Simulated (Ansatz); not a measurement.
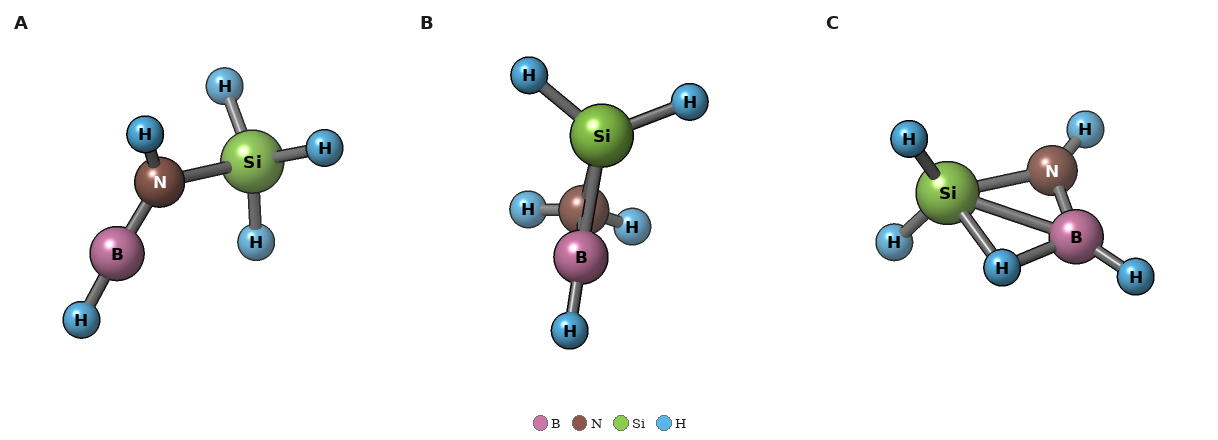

3 stationary structures of one formula. Charge +1, singlet. Geometries: PBE-D4/def2-SVP. Electronic energies: PBE-D4/def2-SVP (Ansatz 0.2.0), without zero-point energy. No frequency run is at hand to confirm each as a minimum. Each is one conformer, not always the lowest.

Question: Which structure is the most stable?

Answer: C is lowest (Cs); A lies 28.8 kJ/mol above it, B lies 105.3 kJ/mol above it (Cs).
